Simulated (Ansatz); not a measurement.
**AlGe (quartet): correlated methods under varied settings at distance Ge1–Al2 = 4.594 Å**

Aim: run AlGe (quartet) at one geometry under a spread of methods and options, and see what each costs and gives.

Program: Ansatz 0.2.0, Gaussian basis. Level of theory: the settings change from run to run. These are calculated values, not measurements.

15 further runs of the same task are left out: 13 that didn't finish, 2 set aside as unsound or not needed.

**1. The geometry**

The geometry derives from a PBE0/def2-TZVP stationary point (not a proven minimum). One bond is set to the value named and the two fragments are kept rigid. No spin-orbit coupling is included. The filled d shell of Ge may be among the frozen orbitals whatever the setting's name suggests; the logs give the count.

2 atoms, charge 0, spin multiplicity 4.

Atoms are counted from 1 here; the program's logs count them from 0.

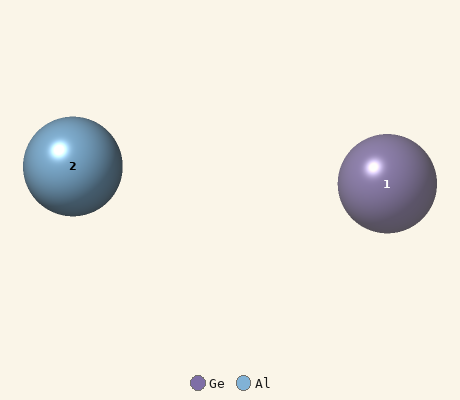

The structure; germanium purple, aluminium light blue; atoms are numbered from 1 in the order of the file.

**2. CISD/def2-SVP**

The input, in.yaml:

```yaml
crystal:
  periodic: [false, false, false]
  atoms:
    - {symbol: Ge, position_ang: [0.000000, 0.000000, 0.000000]}
    - {symbol: Al, position_ang: [0.000000, 0.000000, 4.594000]}
basis:
  gaussian: {orbitals: def2-SVP}
magnetization: {spin_polarized: false, initial_magnetization: 3}
correlation: {active_space: {ras: {orbitals: [2, 3, 26], electrons: 7, max_holes: 2, max_particles: 2}, fixed_orbitals: true}}
```

Launch:

```bash
$ ansatz run in.yaml --threads 1 --pin off --events-out ev --progress --plain --max-ram 2393MiB
```

Output:

```text
Functional definition: HF
  name "HF"
  cite "Fock, Z. Phys. 61, 126 (1930) doi:10.1007/BF01340294"
  parent pbe
  exchange = exact_x
  correlation = 0
471 factors; integrals over basis functions are off by at most 1.5e-4 eV
mean field evaluation 1: about -63042.9014 eV, gradient 7.3e0 eV
mean field evaluation 2: about -63042.9044 eV, gradient 7.3e0 eV
mean field evaluation 4: about -63043.1322 eV, gradient 6.1e0 eV
mean field evaluation 8: about -63043.6533 eV, gradient 2.4e0 eV
mean field evaluation 16: about -63044.6175 eV, gradient 3.6e-1 eV
mean field evaluation 32: about -63044.5113 eV, gradient 3.8e-4 eV
mean field evaluation 64: about -63044.5057 eV, gradient 1.6e-1 eV
mean field evaluation 96: about -63044.4833 eV, gradient 4.8e-3 eV
mean field evaluation 128: about -63044.5078 eV, gradient 1.4e0 eV
mean field evaluation 160: about -63044.3412 eV, gradient 1.6e-1 eV
mean field evaluation 192: about -63044.4353 eV, gradient 1.7e-1 eV
mean field evaluation 224: about -63042.9014 eV, gradient 7.3e0 eV
mean field -63044.62142118 eV, -2316.8471040491 hartree, gradient 2.7e-6 eV, S^2 3.750000; 20 other end points of the search recorded, 0 dependent functions left out
reference -63044.62142118 eV, -2316.8471040491 hartree; 24, 21 occupied and 26, 29 virtual orbitals, 471 factors
state -63047.38282007 eV, -2316.9485835868 hartree
Total energy: -63047.38282007 eV, -2316.9485835868 hartree
```

Run time: 4.7 s. Hardware: 1 thread of Arm Neoverse V1, shared host.

From the report: 9,857 determinants.

**3. CISDT/6-31G**

The input, in.yaml:

```yaml
crystal:
  periodic: [false, false, false]
  atoms:
    - {symbol: Ge, position_ang: [0.000000, 0.000000, 0.000000]}
    - {symbol: Al, position_ang: [0.000000, 0.000000, 4.594000]}
basis:
  gaussian: {orbitals: 6-31G, fitting: {mean_field: def2-universal-jkfit}}
magnetization: {spin_polarized: false, initial_magnetization: 3}
correlation: {active_space: {ras: {orbitals: [2, 3, 18], electrons: 7, max_holes: 3, max_particles: 3}, fixed_orbitals: true}}
scf: {lower_state_search: full}
```

Launched as before.

Output, cut to the lines that bear on the results:

```text
Functional definition: HF
  name "HF"
  cite "Fock, Z. Phys. 61, 126 (1930) doi:10.1007/BF01340294"
  parent pbe
[...]
394 factors; integrals over basis functions are off by at most 3.5e-3 eV
[...]
mean field -63044.65091886 eV, -2316.8481880687 hartree, gradient 6.8e-7 eV, S^2 3.750000; 25 other end points of the search recorded, 0 dependent functions left out
reference -63044.65091886 eV, -2316.8481880687 hartree; 24, 21 occupied and 18, 21 virtual orbitals, 394 factors
state -63046.19371788 eV, -2316.9048848873 hartree
Total energy: -63046.19371788 eV, -2316.9048848873 hartree
```

It took 9.5 s on 1 thread of Arm Neoverse V1, shared host.

From the report: 61,473 determinants.

**4. MRCISD+Q(relaxed)(5,5)/cc-pVDZ**

The input, in.yaml:

```yaml
crystal:
  periodic: [false, false, false]
  atoms:
    - {symbol: Ge, position_ang: [0.000000, 0.000000, 0.000000]}
    - {symbol: Al, position_ang: [0.000000, 0.000000, 4.594000]}
basis:
  gaussian: {orbitals: cc-pVDZ}
magnetization: {spin_polarized: false, initial_magnetization: 3}
correlation: {method: fic_mrcisd_q_relaxed, electrons: outside_noble_gas, active_space: {window: {electrons: 5, orbitals: 5}, states: [{multiplicity: 4, weights: [1, 0.5]}]}}
```

The command is unchanged.

Output, cut to the lines that bear on the results:

```text
Functional definition: HF
  name "HF"
  cite "Fock, Z. Phys. 61, 126 (1930) doi:10.1007/BF01340294"
  parent pbe
[...]
827 factors; integrals over basis functions are off by at most 1.2e-7 eV
[...]
mean field -63053.24023245 eV, -2317.1638395213 hartree, gradient 7.8e-6 eV, S^2 3.750000; 23 other end points of the search recorded, 0 dependent functions left out
reference -63053.24023245 eV, -2317.1638395213 hartree; 24, 21 occupied and 21, 24 virtual orbitals, 827 factors
state -63053.51223260 eV, -2317.1738353424 hartree
state -63053.26310708 eV, -2317.1646801484 hartree
contracted CI cycle   1: correlation 0.00000000 eV, 0.0000000000 hartree, residual 8.61e0 eV
contracted CI cycle   2: correlation -2.48595585 eV, -0.0913571926 hartree, residual 1.53e0 eV
contracted CI cycle   3: correlation -2.58677357 eV, -0.0950621754 hartree, residual 4.89e-1 eV
[...]
contracted CI cycle   3: correlation -2.64916661 eV, -0.0973550772 hartree, residual 3.03e-1 eV
contracted CI cycle   4: correlation -2.65273176 eV, -0.0974860940 hartree, residual 1.08e-1 eV
contracted CI cycle   5: correlation -2.65316556 eV, -0.0975020358 hartree, residual 2.73e-2 eV
contracted CI cycle   6: correlation -2.65319352 eV, -0.0975030636 hartree, residual 7.17e-3 eV
contracted CI cycle   7: correlation -2.65319599 eV, -0.0975031542 hartree, residual 3.04e-3 eV
contracted CI cycle   8: correlation -2.65319660 eV, -0.0975031768 hartree, residual 1.76e-3 eV
contracted CI cycle   9: correlation -2.65319675 eV, -0.0975031821 hartree, residual 6.39e-4 eV
state -63053.18303108 eV, -2317.1617374096 hartree; corrected -63056.12398364 eV, -2317.2698154227 hartree
state -63053.51223260 eV, -2317.1738353424 hartree; corrected -63056.38382974 eV, -2317.2793645908 hartree
state -63053.26310708 eV, -2317.1646801484 hartree; corrected -63056.20369243 eV, -2317.2727446670 hartree
Total energy: -63056.32378397 eV, -2317.2771579496 hartree
```

It took 16 s on 1 thread of Arm Neoverse V1, shared host.

From the report: 8 determinants; active occupations (of the averaged states) 1.96, 1.00, 1.00, 0.68, 0.36.

**5. CASCI(5,4)/cc-pVDZ**

The input, in.yaml:

```yaml
crystal:
  periodic: [false, false, false]
  atoms:
    - {symbol: Ge, position_ang: [0.000000, 0.000000, 0.000000]}
    - {symbol: Al, position_ang: [0.000000, 0.000000, 4.594000]}
basis:
  gaussian: {orbitals: cc-pVDZ}
magnetization: {spin_polarized: false, initial_magnetization: 3}
correlation: {active_space: {window: {electrons: 5, orbitals: 4}, fixed_orbitals: true, states: [{multiplicity: 4, weights: [1, 1, 1, 1]}], root: 3}}
```

The command is unchanged.

Output, cut to the lines that bear on the results:

```text
Functional definition: HF
  name "HF"
  cite "Fock, Z. Phys. 61, 126 (1930) doi:10.1007/BF01340294"
  parent pbe
[...]
827 factors; integrals over basis functions are off by at most 1.2e-7 eV
[...]
mean field -63053.24023245 eV, -2317.1638395213 hartree, gradient 7.8e-6 eV, S^2 3.750000; 23 other end points of the search recorded, 0 dependent functions left out
reference -63053.24023245 eV, -2317.1638395213 hartree; 24, 21 occupied and 21, 24 virtual orbitals, 827 factors
state -63053.24023245 eV, -2317.1638395213 hartree
state -63047.73728090 eV, -2316.9616097819 hartree
state -63043.50227124 eV, -2316.8059760474 hartree
state -63043.50227124 eV, -2316.8059760474 hartree
Total energy: -63043.50227124 eV, -2316.8059760474 hartree
```

It took 6 s on 1 thread of Arm Neoverse V1, shared host.

From the report: 2 determinants; active occupations (of the averaged states) 1.25, 1.25, 1.25, 1.25.

**6. CASCI(9,6)/STO-3G**

The input, in.yaml:

```yaml
crystal:
  periodic: [false, false, false]
  atoms:
    - {symbol: Ge, position_ang: [0.000000, 0.000000, 0.000000]}
    - {symbol: Al, position_ang: [0.000000, 0.000000, 4.594000]}
basis:
  gaussian: {orbitals: STO-3G}
magnetization: {spin_polarized: false, initial_magnetization: 3}
correlation: {active_space: {window: {electrons: 9, orbitals: 6}, fixed_orbitals: true}}
```

The command is unchanged.

Output, cut to the lines that bear on the results:

```text
Functional definition: HF
  name "HF"
  cite "Fock, Z. Phys. 61, 126 (1930) doi:10.1007/BF01340294"
  parent pbe
[...]
257 factors; integrals over basis functions are off by at most 1.1e-5 eV
[...]
mean field -62327.58572257 eV, -2290.4965281496 hartree, gradient 2.4e-6 eV, S^2 3.750000; 24 other end points of the search recorded, 0 dependent functions left out
reference -62327.58572257 eV, -2290.4965281496 hartree; 24, 21 occupied and 3, 6 virtual orbitals, 257 factors
state -62327.58572257 eV, -2290.4965281496 hartree
WARN: the results are in doubt because the space or a class takes a part of the degenerate orbitals at -12.3220 eV
Total energy: -62327.58572257 eV, -2290.4965281496 hartree
In doubt: the space or a class takes a part of the degenerate orbitals at -12.3220 eV
```

Wall time 1.3 s (1 thread of Arm Neoverse V1, shared host).

From the report: 4 determinants; active occupations 2.00, 2.00, 2.00, 1.00, 1.00, 1.00. With so small a space the active step adds no correlation: the energy is the mean field's. The program marks this result as in doubt; its last lines say why.

**7. CCSD on UHF/STO-3G**

The input, in.yaml:

```yaml
crystal:
  periodic: [false, false, false]
  atoms:
    - {symbol: Ge, position_ang: [0.000000, 0.000000, 0.000000]}
    - {symbol: Al, position_ang: [0.000000, 0.000000, 4.594000]}
basis:
  gaussian: {orbitals: STO-3G}
magnetization: {spin_polarized: true, initial_magnetization: 3}
correlation: {method: ccsd, electrons: outside_noble_gas}
output: {forces: true}
```

Same command.

Output, cut to the lines that bear on the results:

```text
Functional definition: HF
  name "HF"
  cite "Fock, Z. Phys. 61, 126 (1930) doi:10.1007/BF01340294"
  parent pbe
[...]
257 factors; integrals over basis functions are off by at most 1.1e-5 eV
[...]
mean field -62327.58624330 eV, -2290.4965472858 hartree, gradient 1.9e-6 eV, S^2 3.750076; 26 other end points of the search recorded, 0 dependent functions left out
determinant -62327.58624330 eV, -2290.4965472858 hartree, with singles and doubles -62328.63988036 eV, -2290.5352677339 hartree
determinant -62327.54337670 eV, -2290.4949719674 hartree, with singles and doubles -62328.59846066 eV, -2290.5337455880 hartree
determinant -62327.53908766 eV, -2290.4948143481 hartree, with singles and doubles -62328.59349333 eV, -2290.5335630417 hartree
determinant -62327.52910925 eV, -2290.4944476485 hartree, with singles and doubles -62328.58495787 eV, -2290.5332493693 hartree
[...]
determinant -62327.52910925 eV, -2290.4944476485 hartree, with singles and doubles -62328.58455359 eV, -2290.5332345125 hartree
determinant -62327.52137309 eV, -2290.4941633498 hartree, with singles and doubles -62328.57666888 eV, -2290.5329447548 hartree
19 core orbitals not correlated, not the lowest: weight in the atoms' cores, before any rotation towards them, 0.998 or more for the frozen orbitals, at most 0.002 for the correlated occupied ones
reference -62327.58624330 eV, -2290.4965472858 hartree; 5, 2 occupied and 3, 6 virtual orbitals, 257 factors
second order -0.58618195 eV of doubles, -0.00000000 eV of singles
cycle   1  -1.05310885 eV  change    3.5e-7 eV  update   3.1e-6
[...]
cycle  14  -1.05310883 eV  change   -6.4e-9 eV  update   1.6e-8
[...]
Total energy: -62328.63935212 eV, -2290.5352483213 hartree
Atom 0 at     0.000000     0.000000     0.000000 Å, force     0.000000     0.000000     0.174522 eV/Å
Atom 1 at     0.000000     0.000000     4.594000 Å, force     0.000000     0.000000    -0.174522 eV/Å
Dipole moment:     0.000000     0.000000     0.119308 e Å
```

Run time: 4.4 s. Hardware: 1 thread of Arm Neoverse V1, shared host.

From the report: ⟨S²⟩ of the determinant 3.750 (pure quartet: 3.75); correlation -1.0531 eV; T1 0.001; largest double amplitude 0.14.

**8. NEVPT4(SD)(5,6)/6-31G**

The input, in.yaml:

```yaml
crystal:
  periodic: [false, false, false]
  atoms:
    - {symbol: Ge, position_ang: [0.000000, 0.000000, 0.000000]}
    - {symbol: Al, position_ang: [0.000000, 0.000000, 4.594000]}
basis:
  gaussian: {orbitals: 6-31G}
magnetization: {spin_polarized: false, initial_magnetization: 3}
correlation: {method: fic_nevpt4_sd, electrons: valence, active_space: {window: {electrons: 5, orbitals: 6}}}
scf: {lower_state_search: off}
```

The command is unchanged.

Output, cut to the lines that bear on the results:

```text
Functional definition: HF
  name "HF"
  cite "Fock, Z. Phys. 61, 126 (1930) doi:10.1007/BF01340294"
  parent pbe
[...]
388 factors; integrals over basis functions are off by at most 5.7e-4 eV
[...]
mean field -63044.65374206 eV, -2316.8482918196 hartree, gradient 1.3e-6 eV, S^2 3.750000; 0 other end points of the search recorded, 0 dependent functions left out
reference -63044.65374206 eV, -2316.8482918196 hartree; 24, 21 occupied and 18, 21 virtual orbitals, 388 factors
state -63045.30516163 eV, -2316.8722310472 hartree
state -63045.30516163 eV, -2316.8722310472 hartree; corrected -63050.03294031 eV, -2317.0459737093 hartree
Total energy: -63050.03294031 eV, -2317.0459737093 hartree
Checks for a lower state left out: stability, starts, cluster_reference, orbital_swaps, neighbouring_geometries, increment
```

Run time: 1.4 s. Hardware: 1 thread of Arm Neoverse V1, shared host.

From the report: 24 determinants; active occupations 1.91, 1.00, 1.00, 1.00, 0.04, 0.04.

**9. BCCD(T) on UHF/cc-pVDZ**

The input, in.yaml:

```yaml
crystal:
  periodic: [false, false, false]
  atoms:
    - {symbol: Ge, position_ang: [0.000000, 0.000000, 0.000000]}
    - {symbol: Al, position_ang: [0.000000, 0.000000, 4.594000]}
basis:
  gaussian: {orbitals: cc-pVDZ}
magnetization: {spin_polarized: true, initial_magnetization: 3}
correlation: {method: bccd_t, electrons: outside_noble_gas}
scf: {lower_state_search: full}
```

Launched as before.

Output, cut to the lines that bear on the results:

```text
Functional definition: HF
  name "HF"
  cite "Fock, Z. Phys. 61, 126 (1930) doi:10.1007/BF01340294"
  parent pbe
[...]
511 factors; integrals over basis functions are off by at most 2.1e-4 eV
[...]
mean field -63053.41337987 eV, -2317.1702025717 hartree, gradient 1.9e-6 eV, S^2 3.773434; 39 other end points of the search recorded, 0 dependent functions left out
determinant -63053.41337987 eV, -2317.1702025717 hartree, with singles and doubles -63056.26143143 eV, -2317.2748665359 hartree
determinant -63053.31762499 eV, -2317.1666836448 hartree, with singles and doubles -63056.15340203 eV, -2317.2708965287 hartree
determinant -63053.29007997 eV, -2317.1656713840 hartree, with singles and doubles -63056.12145662 eV, -2317.2697225565 hartree
determinant -63053.24671264 eV, -2317.1640776638 hartree, with singles and doubles -63056.07802601 eV, -2317.2681265110 hartree
[...]
determinant -63053.24671264 eV, -2317.1640776638 hartree, with singles and doubles -63056.07802562 eV, -2317.2681264968 hartree
determinant -63053.14696652 eV, -2317.1604120617 hartree, with singles and doubles -63055.99386921 eV, -2317.2650338057 hartree
determinant -63052.36409893 eV, -2317.1316422082 hartree, with singles and doubles -63055.88982275 eV, -2317.2612101688 hartree
19 core orbitals not correlated: weight in the atoms' cores, before any rotation towards them, 1.000 or more for the frozen orbitals, at most 0.000 for the correlated occupied ones
reference -63053.41337987 eV, -2317.1702025717 hartree; 5, 2 occupied and 21, 24 virtual orbitals, 511 factors
second order -1.96944525 eV of doubles, -0.00000000 eV of singles
cycle   1  -2.84632183 eV  change    1.4e-3 eV  update   3.3e-3
[...]
cycle  11  -2.84373630 eV  change    1.7e-6 eV  update   4.0e-6
perturbative correction -0.05103835 eV, -0.0018756247 hartree
Total energy: -63056.30815452 eV, -2317.2765835778 hartree
```

It took 22 s on 1 thread of Arm Neoverse V1, shared host.

From the report: ⟨S²⟩ of the determinant 3.773 (pure quartet: 3.75); correlation -2.8948 eV; largest double amplitude 0.10.

**10. CCSDT(Q) on ROHF/cc-pVDZ**

The input, in.yaml:

```yaml
crystal:
  periodic: [false, false, false]
  atoms:
    - {symbol: Ge, position_ang: [0.000000, 0.000000, 0.000000]}
    - {symbol: Al, position_ang: [0.000000, 0.000000, 4.594000]}
basis:
  gaussian: {orbitals: cc-pVDZ}
magnetization: {spin_polarized: false, initial_magnetization: 3}
correlation: {method: ccsdt_q, electrons: outside_noble_gas}
scf: {lower_state_search: off}
output: {forces: true}
```

The command is unchanged.

Output, cut to the lines that bear on the results:

```text
Functional definition: HF
  name "HF"
  cite "Fock, Z. Phys. 61, 126 (1930) doi:10.1007/BF01340294"
  parent pbe
[...]
827 factors; integrals over basis functions are off by at most 1.2e-7 eV
[...]
mean field -63053.24023245 eV, -2317.1638395213 hartree, gradient 7.8e-6 eV, S^2 3.750000; 0 other end points of the search recorded, 0 dependent functions left out
19 core orbitals not correlated: weight in the atoms' cores, before any rotation towards them, 1.000 or more for the frozen orbitals, at most 0.000 for the correlated occupied ones
reference -63053.24023245 eV, -2317.1638395213 hartree; 5, 2 occupied and 21, 24 virtual orbitals, 827 factors
second order -2.04059896 eV of doubles, -0.09550905 eV of singles
cycle   1  -2.72764958 eV  change   -5.9e-1 eV  update   8.2e-2
[...]
cycle  39  -3.11224132 eV  change    8.6e-8 eV  update   4.5e-8
perturbative correction -0.01572695 eV, -0.0005779546 hartree
[...]
Total energy: -63056.36820072 eV, -2317.2787902349 hartree
Atom 0 at     0.000000     0.000000     0.000000 Å, force    -0.000000    -0.000000     0.372629 eV/Å
Atom 1 at     0.000000     0.000000     4.594000 Å, force     0.000000     0.000000    -0.372629 eV/Å
Dipole moment:     0.000000     0.000000     0.316471 e Å
Checks for a lower state left out: starts, cluster_reference, orbital_swaps, neighbouring_geometries, increment
```

It took 29 s on 1 thread of Arm Neoverse V1, shared host; peak memory 0.31 GiB.

From the report: correlation -3.1280 eV; T1 0.051; largest double amplitude 0.26.

**11. The runs in one table**

Where basis and cores are those of an earlier FCI/cc-pVDZ run (-63056.3751 eV), and the state is the same kind, the miss against it is given. † marks a result that the program doubts.

| level | correlated | functions | energy (eV) | from FCI (meV) | time |
| --- | --- | --- | --- | --- | --- |
| CISD/def2-SVP | outside noble gas | 50 | -63047.3828 |  | 4.7 s |
| CISDT/6-31G | outside noble gas | 42 | -63046.1937 |  | 9.5 s |
| MRCISD+Q(relaxed)(5,5)/cc-pVDZ (mean of several states) | outside noble gas | 45 | -63056.3238 |  | 16 s |
| CASCI(5,4)/cc-pVDZ (excited root 3 of an average) |  | 45 | -63043.5023 |  | 6 s |
| CASCI(9,6)/STO-3G † |  | 27 | -62327.5857 |  | 1.3 s |
| CCSD on UHF/STO-3G | outside noble gas | 27 | -62328.6394 |  | 4.4 s |
| NEVPT4(SD)(5,6)/6-31G | valence | 42 | -63050.0329 |  | 1.4 s |
| BCCD(T) on UHF/cc-pVDZ | outside noble gas | 45 | -63056.3082 | 67.0 | 22 s |
| CCSDT(Q) on ROHF/cc-pVDZ | outside noble gas | 45 | -63056.3682 | 6.9 | 29 s |

**12. Outcome**

```
quantity                           value
    runs                               9
quickest      CASCI(9,6)/STO-3G †, 1.3 s
 slowest  CCSDT(Q) on ROHF/cc-pVDZ, 29 s
```

**Reading.** Total energies in different bases, with other cores or another treatment of relativity can't be set against each other. CCSDT(Q) on ROHF/cc-pVDZ took 22 times as long as CASCI(9,6)/STO-3G †; the jobs differ in more than the method. Among the correlated runs with a miss given, it spans +7 to +67 meV.
